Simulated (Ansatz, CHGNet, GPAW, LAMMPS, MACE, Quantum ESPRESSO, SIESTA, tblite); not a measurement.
## Glassy 61Al2O3-39P2O5 (mol %) (104 atoms) in tblite

How near does tblite come to plane waves for glassy 61Al2O3-39P2O5 (mol %) (104 atoms)?

Method: the method is named at each step, in tblite 0.8.0.

## Step 1: The starting structure

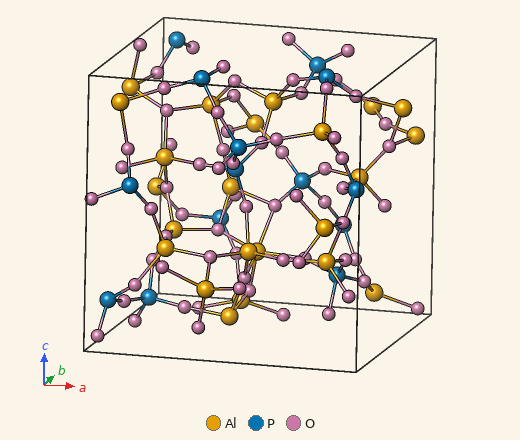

The starting structure, seen slightly off an axis (aluminium orange, phosphorus blue, oxygen pink). Some periodic images of atoms are drawn too.

The cell holds 104 atoms: 22 Al, 14 P and 68 O. Its edges and angles: a = 10.928 Å, b = 10.928 Å, c = 10.928 Å, α = 90.0°, β = 90.0°, γ = 90.0°. 104 atoms (22 Al, 14 P, 68 O) placed at random at 2.66 g/cm³, melted at 4000 K for 10 ps at fixed volume with the Morse and Coulomb pair potential with partial charges (Pedone, Malavasi, Menziani, Cormack and Segre, J. Phys. Chem. B 110, 11780 (2006)). Quenched from 4000 K to 300 K at 50 K/ps and fixed volume, held 10 ps at zero pressure.

The yardstick, on the same geometry:

| Quantity | Value |
| --- | --- |
| method | Kohn-Sham DFT, PBE, SSSP efficiency 1.3.0 pseudopotentials, plane waves (Quantum ESPRESSO 7.5); sssp-pbe-1.3.0-efficiency, cutoffs 60/480 Ry, Γ point |
| r.m.s. force component | 1.16 eV/Å |
| longest force | 5.092 eV/Å |
| pressure | 5.52 GPa |
| gap (highest filled to lowest empty level) | 3.349 eV |
| time | 4.4 min on 4 MPI ranks of Arm Neoverse V2, shared host |
| CPU time | 18 min |

## Step 2: GFN1-xTB

Method: GFN1-xTB tight binding, diagonalisation.

run.py reads:

```python
import numpy as np
from ase.io import read
from tblite.ase import TBLite

atoms = read("structure.xyz")
atoms.calc = TBLite(method="GFN1-xTB", electronic_temperature=580, accuracy=1.0, max_iterations=250, mixer_damping=0.4, verbosity=1)
energy = atoms.get_potential_energy()
forces = atoms.get_forces()
print(f"energy {energy:.6f} eV")
print("forces (eV/A)")
for i, (a, f) in enumerate(zip(atoms, forces)):
    print(f"{i:4d} {a.symbol:2s} {f[0]:10.5f} {f[1]:10.5f} {f[2]:10.5f}")
stress = -atoms.get_stress(voigt=False) * 160.21766
print("stress (GPa, compression positive)")
for row in stress:
    print(" ".join(f"{x:10.4f}" for x in row))
print("charges (e)")
print(np.array2string(atoms.get_charges(), precision=4, suppress_small=True, max_line_width=110, threshold=100000))
```

structure.xyz reads:

```xyz
104
Lattice="10.92802 0.00000 0.00000 0.00000 10.92802 0.00000 0.00000 0.00000 10.92802" Properties=species:S:1:pos:R:3 pbc="T T T"
Al 2.02518 5.49581 3.82513
Al 9.35122 0.77217 5.44456
Al 5.14382 6.34404 3.01045
Al 3.98348 8.40496 0.57558
Al 9.10435 6.67298 6.18701
Al 1.71537 5.10666 6.75461
Al 10.86890 8.38343 7.62087
Al 3.02291 6.99907 8.53544
Al 4.60452 0.84933 2.62808
Al 8.82153 3.07722 3.57117
Al 9.23603 8.70854 1.20405
Al 4.40366 5.19059 0.63186
Al 5.76759 6.05511 9.06293
Al 2.58776 2.26079 3.81858
Al 0.66661 7.85419 4.93477
Al 5.56826 3.54844 3.62701
Al 8.83989 2.09086 8.93781
Al 8.55577 10.46402 8.17689
Al 10.91021 6.28394 9.15101
Al 4.06260 9.73512 7.29117
Al 0.94910 1.20022 9.69862
Al 3.82197 7.22080 5.29386
P 8.48943 5.93271 2.42679
P 1.04024 9.06687 10.51407
P 6.75395 8.85760 9.99717
P 7.50012 10.34807 3.42025
P 4.81980 4.15461 6.71789
P 9.79325 3.68384 6.38142
P 0.28566 2.38919 1.56019
P 1.51998 0.78441 6.52075
P 1.12854 5.33156 1.10898
P 8.22508 4.81893 10.48609
P 3.94633 2.14309 10.65591
P 6.39191 8.26737 5.50892
P 5.63460 1.52522 8.19219
P 2.80074 9.51590 3.49194
O 0.10229 0.35680 5.96768
O 8.17438 9.70638 2.23030
O 9.69687 0.68792 9.05485
O 6.78685 5.16863 10.18295
O 3.55576 8.83082 4.62594
O 3.54909 9.22347 2.21041
O 9.93379 2.36734 2.43247
O 2.12801 1.72291 5.44937
O 0.29047 4.10271 6.44546
O 9.44279 9.15211 7.81244
O 6.18187 0.06688 2.95133
O 8.04641 8.51173 10.74487
O 1.58751 5.76158 8.45162
O 4.41700 3.56002 10.86671
O 3.05777 0.08021 3.55051
O 5.24862 4.26127 5.23944
O 3.58854 6.82018 6.83176
O 6.45289 7.63268 9.12359
O 5.57613 7.29270 4.67053
O 7.08070 6.31377 2.89625
[... 44 atom lines left out ...]
O 0.98757 8.60461 6.45474
O 9.57371 2.67715 5.26774
O 5.39637 8.89716 6.42644
O 9.25243 7.15184 1.97284
```

Run with:

```bash
OMP_NUM_THREADS=1 python run.py > output.txt
```

Log:

```text
------------------------------------------------------------
  cycle        total energy    energy error   density error
------------------------------------------------------------
      1     -363.8786854485  -3.6526363E+02   1.0403173E+00
      2     -363.5632955029   3.1538995E-01   7.8660786E-01
      3     -337.8873574279   2.5675938E+01   6.4371326E-01
      4     -389.5945952860  -5.1707238E+01   2.4988876E-01
      5     -389.9553976846  -3.6080240E-01   1.0551545E-01
      6     -391.1147309572  -1.1593333E+00   4.7474848E-02
      7     -391.2558332258  -1.4110227E-01   2.7221565E-02
      8     -391.2809329852  -2.5099759E-02   1.6817737E-02
      9     -391.2927719610  -1.1838976E-02   8.9918795E-03
     10     -391.2979202071  -5.1482461E-03   4.3458745E-03
     11     -391.2994726036  -1.5523966E-03   1.3688449E-03
     12     -391.2996096256  -1.3702194E-04   5.8366692E-04
     13     -391.2996381907  -2.8565165E-05   2.3291256E-04
     14     -391.2996394183  -1.2276059E-06   1.4597839E-04
     15     -391.2996404122  -9.9385034E-07   9.2245974E-05
     16     -391.2996409646  -5.5241651E-07   4.0404642E-05
     17     -391.2996410926  -1.2798949E-07   1.8717246E-05
------------------------------------------------------------
 total:                                   6.166 sec
energy -10647.805585 eV
forces (eV/A)
   0 Al   -0.05191    0.92993   -0.01665
   1 Al    1.33640    0.86985    2.46519
   2 Al    1.00702   -0.25242   -0.82346
   3 Al    0.69485   -0.67889    1.39710
   4 Al   -0.08093    0.12511    0.24108
   5 Al   -0.24484    1.31187   -0.18355
   6 Al   -0.83689   -0.21536    1.73326
   7 Al    0.27294    0.18229   -0.82447
   8 Al   -0.58643   -0.36988    0.57273
   9 Al   -0.03666    0.26350    0.52301
  10 Al   -0.23131    0.00190   -1.04257
  11 Al   -0.43840    0.80619    0.26318
  12 Al   -0.87949    0.14235    0.15940
  13 Al   -0.33048   -0.58212    0.19673
  14 Al   -0.02069   -0.26198    0.51625
  15 Al    0.17675    0.36752   -0.35939
  16 Al   -1.37161    0.78106    1.67852
  17 Al   -0.03784    1.70709   -0.35133
  18 Al   -0.52477    0.13464   -0.34436
  19 Al   -0.60315   -0.20529    0.19766
  20 Al   -0.59893   -0.67045   -1.40395
  21 Al   -0.42472    0.30807   -2.21778
  22 P    -1.73384   -0.50201    0.74812
  23 P     0.18880   -0.88206   -0.49842
[...]
96 O     1.38908   -0.86490   -0.94865
  97 O     0.19687   -0.37340    0.05069
  98 O    -0.54548   -0.15101    0.24363
  99 O     0.20281   -0.79419    0.76725
 100 O     3.00944    1.23386   -1.75044
 101 O    -0.74114   -1.99327   -2.62478
 102 O     0.49928    1.17167    0.89018
 103 O     1.33894    0.98363    0.81244
stress (GPa, compression positive)
    9.4535    -0.2296    -0.6475
   -0.2296    14.4969     2.3327
   -0.6475     2.3327    12.0689
charges (e)
[ 0.6604  0.6067  0.658   0.6123  0.632   0.6563  0.6867  0.6611  0.6037  0.5734  0.576   0.6443  0.6109
  0.6278  0.6472  0.6212  0.5869  0.624   0.628   0.6079  0.5952  0.6738  0.5637  0.5665  0.5641  0.562
  0.5608  0.5652  0.5599  0.5657  0.5582  0.5568  0.5585  0.5623  0.5597  0.5645 -0.3132 -0.2692 -0.3877
 -0.2931 -0.3492 -0.3381 -0.2974 -0.3227 -0.2923 -0.44   -0.2744 -0.3086 -0.3765 -0.2951 -0.2994 -0.2893
 -0.463  -0.2984 -0.3029 -0.3233 -0.1976 -0.4122 -0.3003 -0.3008 -0.416  -0.2783 -0.4231 -0.2823 -0.2976
 -0.4122 -0.3134 -0.451  -0.2122 -0.2875 -0.2777 -0.3782 -0.2778 -0.4569 -0.4114 -0.2175 -0.2612 -0.3128
 -0.2642 -0.273  -0.3571 -0.253  -0.307  -0.3208 -0.2845 -0.307  -0.2957 -0.3003 -0.293  -0.3036 -0.298
 -0.2777 -0.3867 -0.2083 -0.3222 -0.3173 -0.1978 -0.2795 -0.4558 -0.4018 -0.4494 -0.2576 -0.2716 -0.2668]
```

Run time: 6.7 s. Hardware: 1 thread of Arm Neoverse V2, shared host; peak memory 0.14 GiB.

Banners, paths, timers and routine set-up lines are dropped from the logs unmarked, and long logs keep their key lines alone; longer cuts are marked.

Compared with the plane-wave run:

```yaml
r_m_s_force_component: 0.9711 eV/Å
r_m_s_difference_of_force_components: 460.5 meV/Å
longest_difference_of_force_vectors: 2086 meV/Å
force_difference_over_r_m_s_force: 39.68 %
slope_of_forces_against_the_reference_s: 0.7714
correlation_of_force_components: 0.9218
pressure: 12.01 GPa
pressure_difference: 6.487 GPa
```

Length of the force difference by element (eV/Å):

| element | atoms | mean | most |
| --- | --- | --- | --- |
| Al | 22 | 1.0 | 2.1 |
| O | 68 | 0.48 | 1.2 |
| P | 14 | 0.99 | 1.9 |

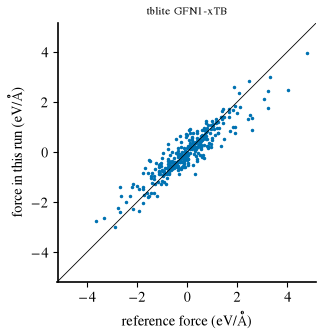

Force components against those of the reference; the line marks equality.

A closer look about O89, which bears the longest force: 9 atoms, nearest first, numbered in the order of the input, with positions taken from that point.

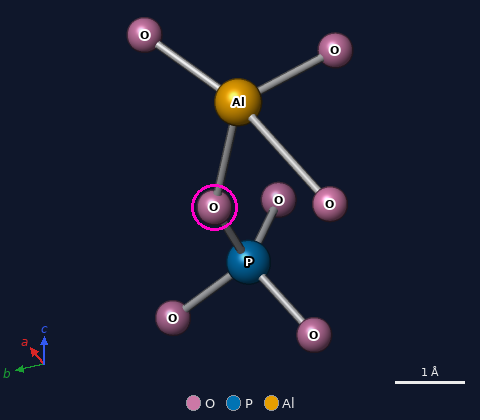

The atoms of the table, within 2.9 Å (arrows a, b, c point along x, y, z); some may hide others; the central atom is ringed.

| atom | x | y | z | distance (Å) | bonds | Mulliken charge (e) | Fx | Fy | Fz (eV/Å) |
| --- | --- | --- | --- | --- | --- | --- | --- | --- | --- |
| O89 | 0.00 | 0.00 | 0.00 | 0.00 | 2 | -0.29 | -0.24 | 1.59 | 3.94 |
| P30 | 0.30 | -0.67 | -1.28 | 1.48 | 4 | 0.57 | 0.55 | -0.62 | -2.74 |
| Al21 | -0.27 | -0.26 | 1.90 | 1.94 | 4 | 0.60 | -0.60 | -0.67 | -1.40 |
| O37 | -1.12 | -1.10 | -1.83 | 2.41 | 2 | -0.31 | 0.25 | -0.71 | -0.88 |
| O60 | 1.47 | -1.67 | -1.12 | 2.49 | 2 | -0.30 | -0.08 | -0.76 | 0.39 |
| O44 | 0.91 | 0.26 | -2.35 | 2.53 | 2 | -0.32 | -0.38 | 0.89 | -0.23 |
| O86 | 1.26 | 0.56 | 2.39 | 2.76 | 2 | -0.31 | 0.44 | 0.22 | 0.14 |
| O39 | -2.45 | -0.77 | 1.26 | 2.86 | 2 | -0.39 | 1.06 | -0.72 | 1.18 |
| O64 | 0.10 | -1.97 | 2.15 | 2.92 | 2 | -0.28 | 0.91 | 2.58 | -0.87 |

Atoms are counted from 1 here, from 0 in the log.

Forces lie 40 % from the reference's, at 0.0064 times its CPU time (on 1 against 4 cores).

## Step 3: What came out

```
force difference from the reference : tblite GFN1-xTB, 40 %
its CPU time                        : 6.7 s
```

Tight binding differs by 40 % (tblite GFN1-xTB); it is another model, with fitted parameters of its own, and the xTB methods hold dispersion. One electronic-structure run takes under half the reference's CPU time: tblite GFN1-xTB, at 40 % in 6.7 s against 18 min; its pressure misses by +6.5 GPa. Periodic xTB results under one method name differ between programs and library versions. The reference's pressure holds the uncorrected Pulay stress of its 60 Ry basis, so small pressure differences, and their order, may be the reference's own error. In our tests on small cells the SSSP efficiency potentials stood apart from two norm-conserving sets, for C–F bonds most and for P–O bonds less, so differences between them and other runs here needn't be the other run's error. The quench rate of 50 K/ps is many orders above laboratory rates, so the cell is likely richer in defects and strain than a real sample. The network of bonds at the start is that of the classical potential that made the cell, and needn't be the one that DFT or experiment would give. The reference's stress is far from hydrostatic: its diagonal is 2.4, 8.5, 5.6 GPa, compression counted positive. The electronic-structure runs sample only Γ, in a cell whose shortest periodic width is 11 Å.

[Also dropped from logs without a mark: logging warnings of Python, and SIESTA's first energy breakdown and zero terms.]

[Logs are printed without paths, hosts, clocks, repeated set-up lines and the standing remarks that a program may print on its own settings, such as how far it seeks lower states.]

[Hosts, paths, dates, database ids (printed as entryN), source tags and the programs' standing remarks are cut or masked in the printed files.]
